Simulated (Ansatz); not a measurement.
# F2H3SSi2 radical: up Jacob's ladder to CCSD(T)

Aim: compute F2H3SSi2 radical with functionals from several rungs and with coupled cluster. The yardstick is the atomisation energy at the CCSD(T) limit.

The runs use Ansatz 0.2.0, Gaussian basis; functionals in def2-TZVPP, the program's frozen cores in correlated methods.

Plan: LDA (SPW92), PBE-D4, revPBE-D4, BLYP-D4, r2SCAN-D4, B97M-V, PBE0-D4, B3LYP-D4, r2SCANh-D4, r2SCAN0-D4, HSE06-D4, BHLYP-D4, CAM-B3LYP-D4, LC-ωPBE, ωB97X-V, ωB97M-V, B2PLYP, PBE-QIDH; CCSD(T)/def2-SVP; CCSD(T)/def2-TZVPP; MP2/def2-QZVPP; extrapolation to the limit; RPA on PBE.

## Step 1: The geometry

All runs share one geometry, relaxed beforehand with PBE0-D4 in a triple-zeta def2 set.

SMILES `F[SiH]S[SiH2]F`, 8 atoms, charge 0, spin multiplicity 2.

Atoms are counted from 1 here; the program's logs count them from 0.

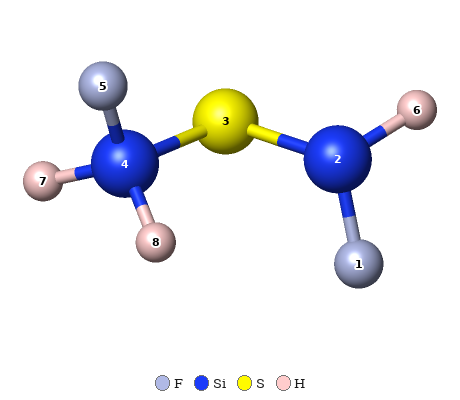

The geometry (fluorine light blue, silicon blue, sulfur yellow, hydrogen pink); atoms are numbered from 1 in the order of the file.

## Step 2: LDA

This LDA is Slater exchange with PW92 correlation.

The input, in.yaml:

```yaml
crystal:
  periodic: [false, false, false]
  atoms:
    - {symbol: F, position_ang: [0.323377, 0.194000, -2.511754]}
    - {symbol: Si, position_ang: [-0.195114, 1.131284, -1.321166]}
    - {symbol: S, position_ang: [-1.333363, 0.018163, 0.090901]}
    - {symbol: Si, position_ang: [0.314067, -0.775564, 1.177791]}
    - {symbol: F, position_ang: [0.769123, 0.237809, 2.322063]}
    - {symbol: H, position_ang: [-1.106567, 2.141251, -1.926290]}
    - {symbol: H, position_ang: [-0.152315, -2.017106, 1.828793]}
    - {symbol: H, position_ang: [1.472993, -0.986936, 0.283761]}
basis:
  gaussian: {orbitals: def2-TZVPP}
magnetization: {spin_polarized: true, initial_magnetization: 1}
hamiltonian: {xc: lda}
output: {orbitals: {seedname: orbitals}}
```

Launch:

```console
$ ansatz run in.yaml --threads 4 --pin off --events-out ev --progress --plain --max-ram 10444MiB
```

The runs that follow: PBE-D4 (GGA); revPBE-D4 (GGA); BLYP-D4 (GGA); r2SCAN-D4 (meta-GGA); B97M-V (meta-GGA); PBE0-D4 (hybrid); B3LYP-D4 (hybrid); r2SCANh-D4 (hybrid); r2SCAN0-D4 (hybrid); HSE06-D4 (hybrid); BHLYP-D4 (hybrid); CAM-B3LYP-D4 (range-separated); LC-ωPBE (range-separated); ωB97X-V (range-separated); ωB97M-V (range-separated); B2PLYP (double hybrid); PBE-QIDH (double hybrid); CCSD(T) in def2-SVP; CCSD(T) in def2-TZVPP; MP2 in def2-QZVPP; RPA on PBE orbitals.

**Question.** What will the summary of the whole plan be? Wanted: atomisation energy, CCSD(T)/CBS; farthest beyond LDA; mean size of error, GGA; mean size of error, meta-GGA; mean size of error, hybrid; mean size of error, range-separated; mean size of error, double hybrid; gap, smallest and largest; T1 diagnostic.

**Answer**, as computed:

| quantity | value |
| --- | --- |
| atomisation energy, CCSD(T)/CBS | 655.3 kcal/mol |
| functionals within 3.3 kcal/mol (0.5 %) | PBE-D4, r2SCAN-D4, B97M-V, r2SCANh-D4, CAM-B3LYP-D4, ωB97X-V, ωB97M-V |
| farthest beyond LDA | BHLYP-D4 (-23.9 kcal/mol) |
| mean size of error, GGA | 7.7 kcal/mol |
| mean size of error, meta-GGA | 3.0 kcal/mol |
| mean size of error, hybrid | 10.2 kcal/mol |
| mean size of error, range-separated | 3.7 kcal/mol |
| mean size of error, double hybrid | 11.3 kcal/mol |
| gap, smallest and largest | 1.19 eV (LDA (SPW92)), 8.69 eV (LC-ωPBE) |
| T1 diagnostic | 0.0141 |
| triples share of the correlation energy | 3.4 % |

LDA overbinds by 87.7 kcal/mol (13 %). PBE-D4 misses by +2.8 kcal/mol. Double hybrids carry the basis error of their MP2 part in triple zeta, and no dispersion term here, so their miss is partly the set-up's. Taken by rung, meta-GGA functionals do best (3.0 kcal/mol on average) and double hybrid ones worst beyond LDA (11.3 kcal/mol). hybrid functionals lie within the reference's doubt of that worst mean (10.2 kcal/mol), so those two tie. The gap between the best rungs is small, so their order is not settled. The reference freezes the cores and leaves out relativity and excitations past (T), so misses under about 3.3 kcal/mol can't be ranked. Hartree-Fock recovers 74 % of the binding; the rest is correlation. CCSD(T) in def2-SVP is off by -66.5 kcal/mol, more than most functionals: a good method in a small basis is no reference. Orbital gaps span 1.2 to 8.7 eV; exact exchange widens them.
